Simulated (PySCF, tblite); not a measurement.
# C₄H₁₀NOSi radical: geometry, infrared bands and EPR parameters

What infrared bands and EPR parameters should C₄H₁₀NOSi radical (`[CH2][Si@@]1(N)C[C@@H](C)O1`) show?

The runs use tblite 0.8.0 and PySCF 2.14.0, with density-fitted response routines of our own; the level of theory stands in each step. All values are computed, except where a source is named. Atoms count from 0, in the outputs and in this text.

### Step 1. The molecule as given

17 atoms, charge 0, multiplicity 2; geometry from: force field or distance geometry start.

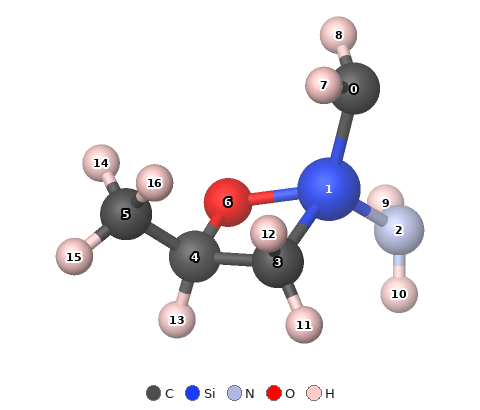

As it starts; carbon dark grey, silicon blue, nitrogen light blue, oxygen red, hydrogen pink, atoms numbered.

### Step 2. Geometry optimisation with GFN2-xTB

The job: settings as JSON, then the geometry in Å.

```
{"job": {"kind": "relax", "xc": "GFN2-xTB", "basis": "xTB"}, "charge": 0, "multiplicity": 2}
C     -1.343000     2.053500     0.046900
Si    -1.194000     0.229700    -0.145100
N     -2.657200    -0.702200    -0.406100
C      0.326600    -0.260200    -1.065900
C      0.953000    -0.881600     0.185600
C      2.164600    -0.145400     0.698800
O     -0.152200    -0.568000     0.951200
H     -0.394600     2.532800    -0.276600
H     -1.655700     2.343800     1.063700
H     -3.090600    -0.906900     0.538400
H     -2.545900    -1.594200    -0.915200
H      0.208900    -0.936300    -1.919700
H      0.933100     0.620000    -1.347700
H      1.143300    -1.966000     0.011400
H      1.975500     0.077500     1.784800
H      3.103000    -0.724200     0.608500
H      2.218200     0.839800     0.177200
```

Command:

```console
> OMP_NUM_THREADS=1 python probes_run.py task.json out
```

This one command runs all jobs of the session in turn.

What it wrote:

```text
step      E/eV     max force
  0    -606.31113    3.604
  1    -606.72269    1.084
  2    -606.85693    1.053
  3    -606.98807    0.763
  4    -607.06039    0.777
  5    -607.09399    0.451
  6    -607.12257    0.390
  7    -607.14382    0.350
  8    -607.15604    0.254
  9    -607.16314    0.246
 10    -607.17033    0.227
 11    -607.17875    0.250
 12    -607.18644    0.261
 13    -607.19285    0.176
 14    -607.19904    0.207
 15    -607.20669    0.268
 16    -607.21658    0.356
 17    -607.22739    0.308
 18    -607.23806    0.268
 19    -607.24923    0.340
 20    -607.26046    0.310
 21    -607.27014    0.265
 22    -607.27838    0.183
 23    -607.28517    0.221
 24    -607.29117    0.231
 25    -607.29711    0.176
 26    -607.30236    0.147
 27    -607.30631    0.186
 28    -607.30988    0.286
 29    -607.31400    0.229
 30    -607.32071    0.153
 31    -607.32474    0.171
 32    -607.32901    0.163
 33    -607.33397    0.182
 34    -607.33999    0.158
 35    -607.34677    0.201
 36    -607.35304    0.218
 37    -607.35784    0.255
 38    -607.36245    0.155
 39    -607.36724    0.161
 40    -607.37247    0.163
 41    -607.37879    0.205
 42    -607.38492    0.187
 43    -607.38940    0.230
 44    -607.39421    0.192
 45    -607.39765    0.172
 46    -607.40507    0.245
 47    -607.41093    0.330
 48    -607.41654    0.304
 49    -607.42248    0.226
 50    -607.42684    0.161
 51    -607.43414    0.184
 52    -607.43746    0.236
 53    -607.44165    0.181
 54    -607.44468    0.141
 55    -607.44751    0.140
 56    -607.45141    0.160
 57    -607.45625    0.257
 58    -607.46102    0.172
 59    -607.46561    0.301
 60    -607.47001    0.144
 61    -607.46849    0.559
 62    -607.47573    0.295
 63    -607.47874    0.203
 64    -607.48148    0.101
 65    -607.48405    0.274
 66    -607.48626    0.124
 67    -607.48985    0.118
 68    -607.49299    0.128
 69    -607.49499    0.122
 70    -607.49626    0.122
 71    -607.49798    0.109
 72    -607.49850    0.160
 73    -607.49950    0.053
 74    -607.49989    0.043
 75    -607.50019    0.042
 76    -607.50058    0.047
 77    -607.50111    0.056
 78    -607.50171    0.055
 79    -607.50219    0.047
 80    -607.50259    0.048
 81    -607.50303    0.046
 82    -607.50359    0.043
 83    -607.50419    0.051
 84    -607.50472    0.055
 85    -607.50510    0.048
 86    -607.50540    0.033
 87    -607.50565    0.039
 88    -607.50581    0.033
 89    -607.50588    0.021
 90    -607.50592    0.013
 91    -607.50595    0.012
 92    -607.50598    0.012
 93    -607.50602    0.013
 94    -607.50607    0.016
 95    -607.50615    0.021
 96    -607.50622    0.021
 97    -607.50628    0.016
 98    -607.50633    0.018
 99    -607.50640    0.018
100    -607.50649    0.020
101    -607.50660    0.024
102    -607.50672    0.022
103    -607.50684    0.023
104    -607.50697    0.021
105    -607.50709    0.017
106    -607.50717    0.018
107    -607.50722    0.023
108    -607.50727    0.024
109    -607.50735    0.025
110    -607.50747    0.030
111    -607.50758    0.033
112    -607.50767    0.020
113    -607.50772    0.026
114    -607.50777    0.027
115    -607.50785    0.035
116    -607.50802    0.050
117    -607.50831    0.065
118    -607.50864    0.045
119    -607.50882    0.103
120    -607.50905    0.037
121    -607.50924    0.026
122    -607.50940    0.058
123    -607.50954    0.064
124    -607.50975    0.020
125    -607.50986    0.089
126    -607.51000    0.034
127    -607.51006    0.017
128    -607.51014    0.039
129    -607.51021    0.032
130    -607.51032    0.020
131    -607.51040    0.016
132    -607.51044    0.033
133    -607.51049    0.019
134    -607.51052    0.013
135    -607.51056    0.012
136    -607.51058    0.010
```

It took 0.98 s on 1 thread of Arm Neoverse V1, shared host.

Relaxation path: (not every step is listed)

```csv
step,energy from step 0 (eV),largest force (eV/Å)
0,0.0000,3.6038
1,-0.4116,1.0843
2,-0.5458,1.0526
3,-0.6769,0.7630
4,-0.7493,0.7767
5,-0.7829,0.4512
6,-0.8114,0.3897
7,-0.8327,0.3502
8,-0.8449,0.2538
20,-0.9493,0.3096
32,-1.0179,0.1632
44,-1.0831,0.1918
56,-1.1403,0.1602
68,-1.1819,0.1278
80,-1.1915,0.0484
92,-1.1948,0.0120
104,-1.1958,0.0212
116,-1.1969,0.0499
128,-1.1990,0.0388
131,-1.1993,0.0161
132,-1.1993,0.0331
133,-1.1994,0.0192
134,-1.1994,0.0132
135,-1.1994,0.0118
136,-1.1994,0.0096
```

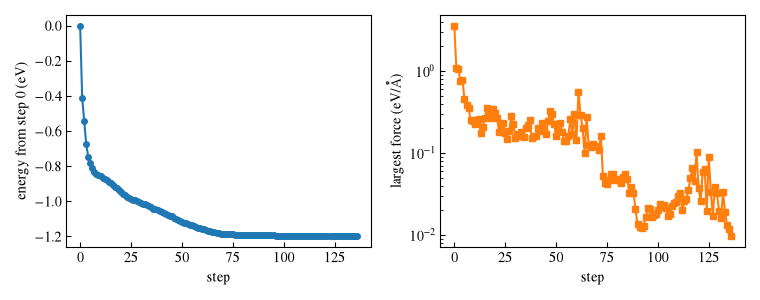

Energy and force, step by step.

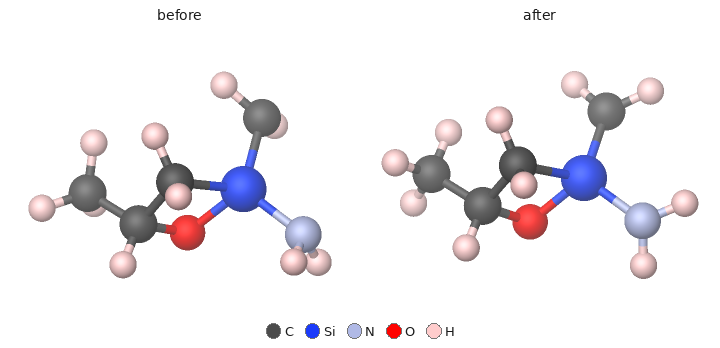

Before and after, at one scale.

Distances of close pairs at the start and the end, largest changes first:

```csv
bond,before (Å),after (Å),change (Å)
Si1–C3,1.844,1.930,+0.086
N2–H9,1.059,1.004,-0.055
C4–O6,1.381,1.435,+0.054
Si1–O6,1.710,1.660,-0.050
C5–H14,1.125,1.087,-0.037
C0–H7,1.111,1.075,-0.035
Si1–N2,1.754,1.723,-0.031
C5–H16,1.116,1.087,-0.029
```

The end geometry stands in the next job.

### Step 3. Vibrational analysis with GFN2-xTB

The job: settings as JSON, then the geometry in Å.

```
{"job": {"kind": "ir", "xc": "GFN2-xTB", "basis": "xTB"}, "charge": 0, "multiplicity": 2}
C     -1.325631     1.915391     0.335033
Si    -1.074758     0.126400     0.001843
N     -2.500497    -0.779628    -0.339149
C      0.420872    -0.310697    -1.137515
C      1.021727    -0.878072     0.145999
C      2.244222    -0.132419     0.642334
O     -0.077856    -0.690813     1.048147
H     -0.540941     2.560105     0.688443
H     -2.203594     2.426783    -0.013662
H     -3.349909    -0.281221    -0.536640
H     -2.689498    -1.589496     0.228508
H      0.226383    -1.061655    -1.894951
H      0.994848     0.501898    -1.567843
H      1.227976    -1.951860     0.091089
H      2.515876    -0.480897     1.635668
H      3.080787    -0.292697    -0.033656
H      2.022993     0.930909     0.696441
```

What it wrote:

```text
mode    cm-1     km/mol
  1      68.5      1.01
  2      89.8     17.62
  3     123.4      1.00
  4     181.2      3.27
  5     190.5      4.48
  6     203.6      3.66
  7     221.9      1.47
  8     224.3      4.34
  9     356.6      6.34
 10     411.7      2.80
 11     473.9    239.18
 12     505.1     58.68
 13     537.7     57.86
 14     684.5     90.39
 15     707.7     11.14
 16     725.8     43.24
 17     773.6     26.76
 18     803.9      9.46
 19     878.9     56.82
 20     907.7    111.50
 21     936.7    168.15
 22     950.9     69.58
 23     979.8     64.27
 24    1069.7     59.75
 25    1119.5      5.57
 26    1144.2     20.86
 27    1174.0     11.60
 28    1260.7     20.69
 29    1319.3     16.13
 30    1391.7      1.31
 31    1396.1      8.89
 32    1454.2     10.33
 33    1479.3      0.78
 34    1495.4      3.09
 35    1504.6     54.87
 36    2915.6     67.64
 37    3030.8     15.86
 38    3034.8     27.89
 39    3038.2     21.58
 40    3040.5     33.05
 41    3042.5     61.58
 42    3103.9      9.71
 43    3148.8     30.23
 44    3483.9      5.96
 45    3537.3      0.21
```

Run time: 0.59 s. Hardware: 1 thread of Arm Neoverse V1, shared host.

The strongest bands and the atoms that carry them (share of the mass-weighted mode):

```csv
cm⁻¹,km/mol,atoms
474,239.2,"H9 42 %, H10 31 %, N2 18 %"
684,90.4,"C3 36 %, Si1 24 %, O6 14 %"
908,111.5,"Si1 30 %, O6 22 %, C0 15 %"
937,168.2,"Si1 37 %, N2 28 %"
951,69.6,"H14 25 %, C3 17 %, O6 11 %, C4 11 %"
980,64.3,"H11 26 %, H12 20 %, H16 14 %"
2916,67.6,H13 93 %
3042,61.6,"H12 64 %, H11 14 %, H16 11 %"
```

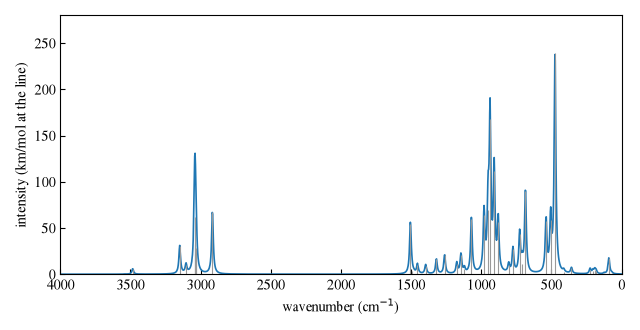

The infrared spectrum from these modes, unscaled. Lines are broadened to a width of 14 cm⁻¹ (Lorentzian).

### Step 4. EPR parameters: B3LYP/pcH-1

The job, as its differences from that of step 3:

```diff
@@ -1,2 +1,2 @@
-{"job": {"kind": "ir", "xc": "GFN2-xTB", "basis": "xTB"}, "charge": 0, "multiplicity": 2}
+{"job": {"kind": "epr", "basis": "pcH-1"}, "charge": 0, "multiplicity": 2}
 C     -1.325631     1.915391     0.335033
```

With the program's defaults for keys left out, this is: UKS B3LYP, pcH-1 on C H N O Si, non-relativistic, mean-field spin-orbit, GIAO.

What it wrote:

```text
UKS, coarse grid
  cycle   1  E = -577.77940002  |g| = 6.68e-01
  cycle   2  E = -577.47674337  |g| = 1.10e+00
  cycle   3  E = -577.93982908  |g| = 1.70e-01
  cycle   4  E = -577.95110475  |g| = 4.73e-02
  cycle   5  E = -577.95192417  |g| = 1.70e-02
  cycle   6  E = -577.95204707  |g| = 4.90e-03
  cycle   7  E = -577.95205925  |g| = 1.10e-03
  cycle   8  E = -577.95206055  |g| = 5.86e-04
UKS, final grid
  cycle   1  E = -577.95198188  |g| = 7.87e-04
  cycle   2  E = -577.95198156  |g| = 1.18e-03
  cycle   3  E = -577.95198217  |g| = 9.97e-05
  cycle   4  E = -577.95198217  |g| = 3.03e-05
  cycle   5  E = -577.95198218  |g| = 2.14e-05
E = -577.95198218 Eh   <S^2> = 0.7532 (exact 0.7500)
g shifts (ppm)      1          2          3
  rmc          -128       -128       -128
  gc              9         24         36
  oz_so         -47        366        646
  total        -166        262        553
hyperfine (MHz)  atom isotope    a_iso     a_fc   dipolar eigenvalues
    0   13C      82.33      82.44    -74.86    -74.58    149.45
    1  29Si      49.31      49.37     -3.43     -0.19      3.61
    2   14N      -0.31      -0.31     -0.74     -0.54      1.28
    3   13C      26.98      26.99     -5.03     -4.66      9.69
    4   13C      -1.35      -1.35     -0.86      0.09      0.77
    5   13C       0.18       0.18     -0.32     -0.16      0.49
    6   17O      -7.71      -7.71     -2.92      1.37      1.55
    7    1H     -55.92     -55.93    -36.24     -0.90     37.15
    8    1H     -56.36     -56.37    -36.55     -0.77     37.31
    9    1H      -0.56      -0.57     -2.49     -1.54      4.03
   10    1H      -1.26      -1.26     -1.93     -1.45      3.38
   11    1H       4.79       4.79     -2.98     -0.75      3.73
   12    1H      -2.15      -2.15     -3.91     -0.84      4.75
   13    1H      -0.22      -0.22     -1.23     -0.56      1.79
   14    1H       1.50       1.50     -0.75     -0.66      1.41
   15    1H       0.39       0.39     -0.74     -0.61      1.35
   16    1H      -0.02      -0.02     -1.63     -1.38      3.01
```

Run time: 1.7 min. Hardware: 1 thread of Arm Neoverse V1, shared host; peak memory 1 GiB.

Principal g values 2.00215, 2.00258, 2.00287; g(iso) = 2.00254, against 2.00232 for a free electron.

Hyperfine couplings; where a row names several nuclei, a(iso) is their mean (it holds for fast rotation or exchange) and the dipolar term the largest among them:

```csv
nuclei,isotope,a(iso) (MHz),"a(iso) (G, at g = 2.0023)",largest dipolar term (MHz)
C0,13C,82.3,29.4,149.4
"H7, H8",1H,-56.1,-20.0,37.3
Si1,29Si,49.3,17.6,3.6
C3,13C,27.0,9.6,9.7
O6,17O,-7.7,-2.8,-2.9
H11,1H,4.8,1.7,3.7
H12,1H,-2.1,-0.8,4.8
C4,13C,-1.3,-0.5,-0.9
"H9, H10",1H,-0.9,-0.3,4.0
"H14, H15, H16",1H,0.6,0.2,3.0
N2,14N,-0.3,-0.1,1.3
H13,1H,-0.2,-0.1,1.8
C5,13C,0.2,0.1,0.5
```

Mulliken spin populations:

C0 1.03; Si1 -0.01; N2 0.01; C3 0.05; C4 0.00; C5 0.00; O6 0.00; H7 -0.04; H8 -0.04; H9 0.00; H10 0.00; H11 0.00; H12 0.00; H13 0.00; H14 0.00; H15 0.00; H16 0.00

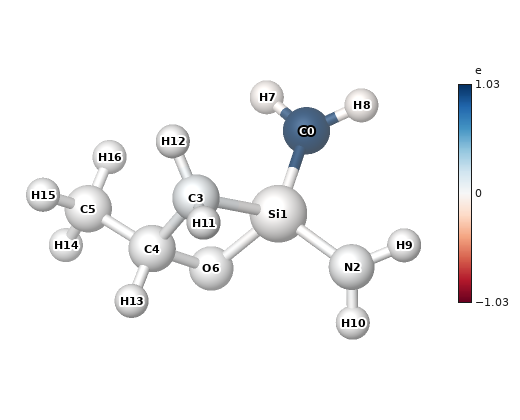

Mulliken spin populations, as colours on the atoms.

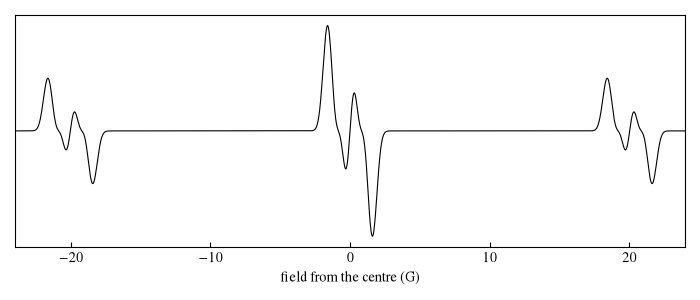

First-order isotropic spectrum (first derivative, main isotopes with spin only, couplings over 0.8 MHz, Gaussian width 0.3 G; couplings of the frozen geometry, rotation of groups not averaged beyond the rows shown).

Orbitals, density, ELF and potential are computed afterwards from the orbital file.

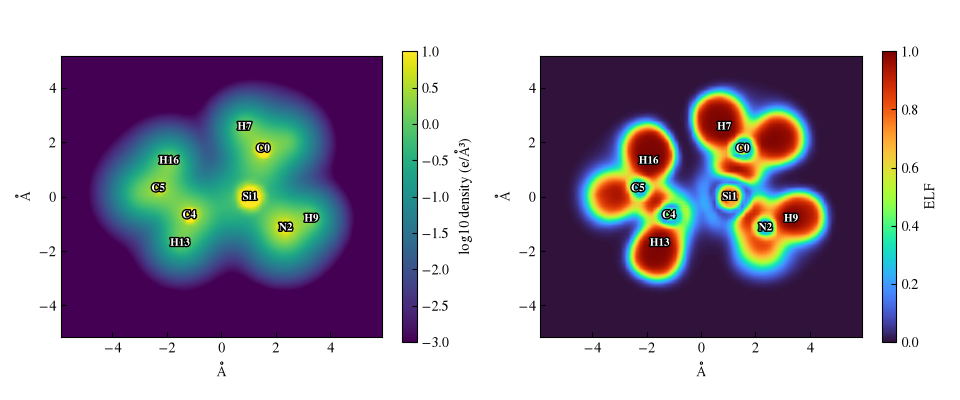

Density (left) and ELF (right) in a plane through or near 9 of the atoms.

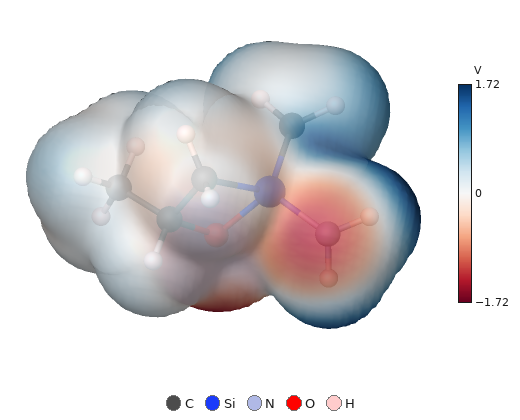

The potential that a unit positive charge feels on the 0.002 e/bohr³ surface, from -1.72 V near O6 to 1.59 V near H9.

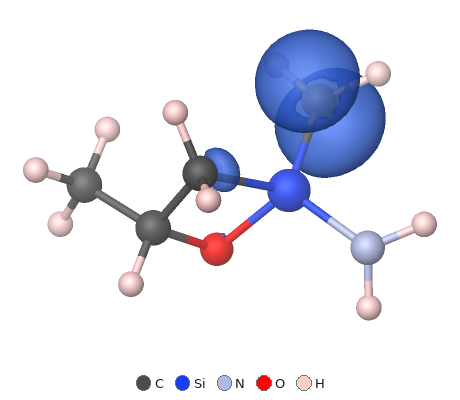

Spin density at ±0.04 e/Å³ (alpha excess blue, beta excess red).

### Step 5. What came out

| quantity | value |
| --- | --- |
| strongest single infrared mode (GFN2-xTB) | 474 cm⁻¹, 239 km/mol |
| zero-point energy (GFN2-xTB) | 84.5 kcal/mol |
| g(iso) (B3LYP) | 2.00254 |
| ⟨S²⟩ | 0.753 (exact 0.75) |
| largest a(iso) (averaged by class) | 13C on C0, 82.3 MHz |
| potential on the surface of density 0.002 e/bohr³, 1st and 99th percentile | -1.72 V and 1.59 V |

**Reading.** The optimisation took 136 steps and gained 1.199 eV; among the close pairs (by a distance rule), Si1–C3 changed most, from 1.844 to 1.930 Å. No mode is imaginary among the 45: a minimum at this level. The strongest single mode, at 474 cm⁻¹, moves mainly H9 and H10. GFN2-xTB is a fitted tight-binding method: band positions and strengths are rough. Its intensities can rank the bands wrongly. Most of the unpaired spin sits on C0 (1.03 e). The isotropic g lies 0.2 ppt above the free-electron value. These values are for one conformer; the search (at its own cheap level) found 1 more, at 0.05 kcal/mol, and measured spectra average over such forms.
